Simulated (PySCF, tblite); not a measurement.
# C₄H₅BF₂: dynamics, then NMR shifts on frames, part 2 of 2

tblite 0.8.0 and PySCF 2.14.0. Atoms count from 0. Earlier steps stand in the parts before.

### Step 5. NMR shieldings: 625 fs, PBE0/pcSseg-1

What the job is given:

```
{"job": {"kind": "nmr", "xc": "PBE0", "basis": "pcSseg-1", "pop": false}, "charge": 0, "multiplicity": 1}
C      1.915500    -0.091900     1.478400
C      0.513900    -0.275500     1.064800
C     -0.613500    -0.579600     0.708600
C     -1.990900    -1.062900     0.610000
B     -3.025200    -0.128600    -0.091200
F     -4.218600    -0.465600    -0.589300
F     -2.786400     1.177000    -0.057500
H      2.087800    -0.699100     2.364300
H      2.221100     1.006800     1.576500
H      2.504600    -0.419500     0.626400
H     -1.896200    -2.052700     0.294800
H     -2.513400    -1.274200     1.560000
```

Method: GIAO PBE0/pcSseg-1 NMR shielding, non-relativistic, gas phase.

Standard output:

```text
coarse grid: 10704 points
cycle   1  E = -379.4420204934  dE =  7.980e-01  |g| = 6.675e-01  |ddm| = 3.410e+00
cycle   2  E = -379.3985879206  dE =  4.343e-02  |g| = 8.972e-01  |ddm| = 1.351e+00
cycle   3  E = -379.5222227000  dE = -1.236e-01  |g| = 8.098e-02  |ddm| = 7.610e-01
cycle   4  E = -379.5232275540  dE = -1.005e-03  |g| = 4.303e-02  |ddm| = 1.062e-01
cycle   5  E = -379.5235595707  dE = -3.320e-04  |g| = 2.234e-02  |ddm| = 4.372e-02
cycle   6  E = -379.5236795986  dE = -1.200e-04  |g| = 2.664e-03  |ddm| = 1.787e-02
cycle   7  E = -379.5236812019  dE = -1.603e-06  |g| = 6.139e-04  |ddm| = 2.701e-03
final grid: 106112 points
cycle   8  E = -379.5733795845  dE = -4.784e-05  |g| = 6.236e-03  |ddm| = 3.073e-02
cycle   9  E = -379.5733795652  dE =  1.926e-08  |g| = 6.398e-03  |ddm| = 9.033e-03
cycle  10  E = -379.5733882386  dE = -8.673e-06  |g| = 5.411e-04  |ddm| = 4.358e-03
cycle  11  E = -379.5733882861  dE = -4.753e-08  |g| = 1.987e-04  |ddm| = 6.191e-04
cycle  12  E = -379.5733882920  dE = -5.882e-09  |g| = 6.637e-05  |ddm| = 1.785e-04
cycle  13  E = -379.5733882928  dE = -7.780e-10  |g| = 2.782e-05  |ddm| = 7.131e-05
converged SCF energy = -379.5733882928

GIAO shielding tensors (ppm)
atom      isotropic    diamagn.    paramagn.     s11        s22        s33       span
  0 C      177.498     253.687     -76.189    164.779    174.103    193.613     28.834
  1 C       96.977     268.945    -171.968      2.294     12.896    275.743    273.449
  2 C      106.713     262.932    -156.219     15.276     31.079    273.784    258.508
  3 C      182.634     254.761     -72.127    169.116    174.351    204.436     35.320
  4 B       71.992     193.317    -121.324     46.725     80.597     88.655     41.931
  5 F      251.006     463.050    -212.044     80.342    303.372    369.303    288.962
  6 F      224.096     472.146    -248.050     32.601    276.878    362.809    330.208
  7 H       29.358      27.554       1.804     24.116     28.052     35.906     11.790
  8 H       28.465      28.379       0.086     23.765     26.428     35.202     11.437
  9 H       29.454      31.481      -2.028     24.241     28.259     35.861     11.620
 10 H       30.569      30.950      -0.381     24.475     30.308     36.923     12.448
 11 H       29.532      26.878       2.654     24.689     28.338     35.568     10.879
```

Wall time 11 s (1 thread of Arm Neoverse V1, shared host); peak memory 0.7 GiB.

Key values: δ C1 89.9, C2 80.2, C0 9.4, C3 4.3, H8 3.25, H7 2.36 ppm.

### Step 6. NMR shieldings: 800 fs, PBE0/pcSseg-1

What the job is given:

```
{"job": {"kind": "nmr", "xc": "PBE0", "basis": "pcSseg-1", "pop": false}, "charge": 0, "multiplicity": 1}
C      1.636900     0.193200     1.020800
C      0.309700    -0.118600     0.654000
C     -0.831200    -0.458700     0.658300
C     -2.276800    -0.801700     0.639100
B     -3.068300     0.125500    -0.320400
F     -4.108800    -0.345000    -0.873300
F     -2.717500     1.342600    -0.646000
H      2.327400    -0.645800     1.147700
H      1.545600     0.664900     1.994500
H      2.061500     1.007900     0.374400
H     -2.385900    -1.840600     0.489000
H     -2.577500    -0.653600     1.734700
```

Level: GIAO PBE0/pcSseg-1 NMR shielding, non-relativistic, gas phase.

Standard output:

```text
coarse grid: 10704 points
cycle   1  E = -379.4400320692  dE =  9.824e-01  |g| = 6.673e-01  |ddm| = 3.421e+00
cycle   2  E = -379.4063708567  dE =  3.366e-02  |g| = 8.532e-01  |ddm| = 1.376e+00
cycle   3  E = -379.5202270351  dE = -1.139e-01  |g| = 1.016e-01  |ddm| = 7.257e-01
cycle   4  E = -379.5218659376  dE = -1.639e-03  |g| = 5.563e-02  |ddm| = 1.372e-01
cycle   5  E = -379.5225466546  dE = -6.807e-04  |g| = 1.811e-02  |ddm| = 4.913e-02
cycle   6  E = -379.5226211053  dE = -7.445e-05  |g| = 2.443e-03  |ddm| = 1.791e-02
cycle   7  E = -379.5226222558  dE = -1.150e-06  |g| = 8.404e-04  |ddm| = 2.865e-03
final grid: 106112 points
cycle   8  E = -379.5754133478  dE = -6.230e-05  |g| = 5.584e-03  |ddm| = 3.230e-02
cycle   9  E = -379.5754135554  dE = -2.077e-07  |g| = 5.579e-03  |ddm| = 1.056e-02
cycle  10  E = -379.5754211903  dE = -7.635e-06  |g| = 4.605e-04  |ddm| = 4.711e-03
cycle  11  E = -379.5754212180  dE = -2.768e-08  |g| = 2.270e-04  |ddm| = 6.384e-04
cycle  12  E = -379.5754212254  dE = -7.442e-09  |g| = 4.525e-05  |ddm| = 1.690e-04
cycle  13  E = -379.5754212257  dE = -3.047e-10  |g| = 2.548e-05  |ddm| = 6.598e-05
converged SCF energy = -379.5754212257

GIAO shielding tensors (ppm)
atom      isotropic    diamagn.    paramagn.     s11        s22        s33       span
  0 C      183.013     251.846     -68.833    172.338    178.785    197.916     25.578
  1 C      105.276     262.957    -157.681     15.819     21.654    278.354    262.534
  2 C      106.027     271.272    -165.245     16.624     29.757    271.701    255.077
  3 C      180.951     257.811     -76.861    171.678    175.087    196.087     24.409
  4 B       75.279     191.230    -115.950     55.936     83.753     86.148     30.213
  5 F      236.381     461.584    -225.203     59.118    275.880    374.146    315.027
  6 F      250.944     471.629    -220.685     76.082    297.631    379.118    303.037
  7 H       29.622      28.718       0.904     24.725     27.398     36.744     12.019
  8 H       29.402      29.295       0.107     23.802     28.685     35.719     11.917
  9 H       29.215      29.217      -0.002     23.978     27.246     36.422     12.444
 10 H       30.586      31.109      -0.523     25.187     29.765     36.805     11.618
 11 H       28.328      27.185       1.143     22.953     27.714     34.318     11.365
```

Run time: 11 s. Hardware: 1 thread of Arm Neoverse V1, shared host; peak memory 0.7 GiB.

Key values: δ C1 81.6, C2 80.9, C3 6.0, C0 3.9, H11 3.39, H9 2.50 ppm.

### Step 7. Shielding tensors: 1000 fs, PBE0/pcSseg-1

What the job is given:

```
{"job": {"kind": "nmr", "xc": "PBE0", "basis": "pcSseg-1", "pop": false}, "charge": 0, "multiplicity": 1}
C      1.727600    -0.153700     1.450100
C      0.325000    -0.480600     1.072400
C     -0.758700    -0.903200     0.752300
C     -2.163800    -1.185900     0.495500
B     -3.021600    -0.029300    -0.134500
F     -4.128100    -0.272300    -0.776300
F     -2.792700     1.264300     0.140100
H      2.449000    -1.021100     1.295300
H      1.734100     0.020400     2.523300
H      2.120100     0.776000     1.029400
H     -2.128200    -2.102000    -0.088300
H     -2.508300    -1.530500     1.480100
```

Method: GIAO PBE0/pcSseg-1 NMR shielding, non-relativistic, gas phase.

Standard output:

```text
coarse grid: 10704 points
cycle   1  E = -379.4472403343  dE =  7.967e-01  |g| = 6.677e-01  |ddm| = 3.353e+00
cycle   2  E = -379.4049206021  dE =  4.232e-02  |g| = 8.920e-01  |ddm| = 1.355e+00
cycle   3  E = -379.5276075824  dE = -1.227e-01  |g| = 9.001e-02  |ddm| = 7.131e-01
cycle   4  E = -379.5288398666  dE = -1.232e-03  |g| = 4.848e-02  |ddm| = 1.286e-01
cycle   5  E = -379.5293013832  dE = -4.615e-04  |g| = 2.126e-02  |ddm| = 4.757e-02
cycle   6  E = -379.5294084705  dE = -1.071e-04  |g| = 2.812e-03  |ddm| = 1.872e-02
cycle   7  E = -379.5294099076  dE = -1.437e-06  |g| = 1.140e-03  |ddm| = 2.939e-03
final grid: 106112 points
cycle   8  E = -379.5796627006  dE = -5.110e-05  |g| = 5.980e-03  |ddm| = 3.373e-02
cycle   9  E = -379.5796620825  dE =  6.181e-07  |g| = 6.317e-03  |ddm| = 1.032e-02
cycle  10  E = -379.5796704884  dE = -8.406e-06  |g| = 9.970e-04  |ddm| = 4.682e-03
cycle  11  E = -379.5796706880  dE = -1.996e-07  |g| = 3.197e-04  |ddm| = 1.004e-03
cycle  12  E = -379.5796707085  dE = -2.043e-08  |g| = 1.480e-04  |ddm| = 3.460e-04
cycle  13  E = -379.5796707131  dE = -4.584e-09  |g| = 2.333e-05  |ddm| = 1.455e-04
cycle  14  E = -379.5796707132  dE = -9.300e-11  |g| = 6.449e-06  |ddm| = 2.776e-05
converged SCF energy = -379.5796707132

GIAO shielding tensors (ppm)
atom      isotropic    diamagn.    paramagn.     s11        s22        s33       span
  0 C      177.675     249.811     -72.136    165.040    172.473    195.513     30.473
  1 C      103.302     265.660    -162.358     16.792     20.248    272.867    256.075
  2 C      106.156     268.166    -162.010     16.689     24.644    277.135    260.446
  3 C      183.792     258.382     -74.590    173.401    180.679    197.295     23.895
  4 B       73.308     189.973    -116.666     52.552     81.043     86.328     33.776
  5 F      235.255     462.466    -227.211     55.956    279.916    369.892    313.937
  6 F      234.821     471.883    -237.062     42.832    290.168    371.462    328.630
  7 H       28.607      27.446       1.162     23.720     26.608     35.495     11.775
  8 H       29.769      27.371       2.398     24.727     28.298     36.283     11.556
  9 H       29.715      30.700      -0.984     24.882     27.666     36.599     11.718
 10 H       29.812      30.123      -0.311     23.713     29.563     36.159     12.446
 11 H       29.060      27.152       1.909     22.999     28.745     35.436     12.436
```

Wall time 11 s (1 thread of Arm Neoverse V1, shared host); peak memory 0.7 GiB.

Key values: δ C1 83.6, C2 80.8, C0 9.2, C3 3.1, H7 3.11, H11 2.66 ppm.

### Step 8. Run by run: NMR shifts

Shifts (ppm) of some atoms, chosen among heavy atoms and hydrogens apart, with basis size and wall time:

```csv
frame,C1,C3,C0,H8,H7,F5,F6,functions,time
250 fs,94.9,7.5,5.9,1.64,1.45,-68.7,-70.8,144,11 s
425 fs,86.8,8.8,5.8,2.70,2.33,-65.5,-73.5,144,11 s
625 fs,89.9,4.3,9.4,3.25,2.36,-80.1,-53.1,144,11 s
800 fs,81.6,6.0,3.9,2.31,2.09,-65.4,-80.0,144,11 s
1000 fs,83.6,3.1,9.2,1.95,3.11,-64.3,-63.9,144,11 s
```

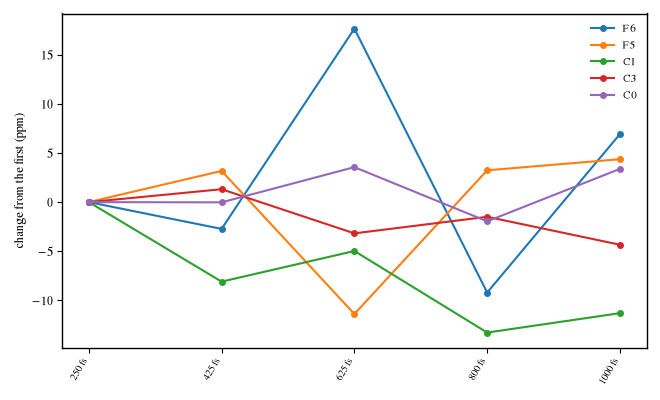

How five of the tabulated atoms move from run to run.

### Step 9. Results

The summary covers parts 1 to 2.

```
                                           quantity                             value
                                         thermostat                             300 K
                      mean temperature, second half                             278 K
            mean potential energy above the minimum                           0.36 eV
     ¹³C shifts against TMS (PBE0/pcSseg-1, 250 fs)          94.9, 80.4, 7.5, 5.9 ppm
      ¹H shifts against TMS (PBE0/pcSseg-1, 250 fs)  2.77, 2.49, 1.99, 1.64, 1.45 ppm
¹¹B shifts against BF3·OEt2 (PBE0/pcSseg-1, 250 fs)                          24.9 ppm
   ¹⁹F shifts against CFCl3 (PBE0/pcSseg-1, 250 fs)                  -68.7, -70.8 ppm
                           range of the shift of F6                -80.0 to -53.1 ppm
```

What this shows: In the second half the potential energy averages 0.36 eV above the minimum; equipartition over 30 harmonic modes at 300 K would give 0.39 eV. With 12 atoms the temperature swings widely (168 to 358 K). Shifts at one fixed geometry are not the observed spectrum, which averages over the motion. In the first frame run (250 fs): The largest span, 320 ppm, is at F6, where the paramagnetic term is -227 ppm. In ppm, F6 moves most: its shift spreads over 26.8 ppm, from -80.0 (800 fs) to -53.1 (625 fs).
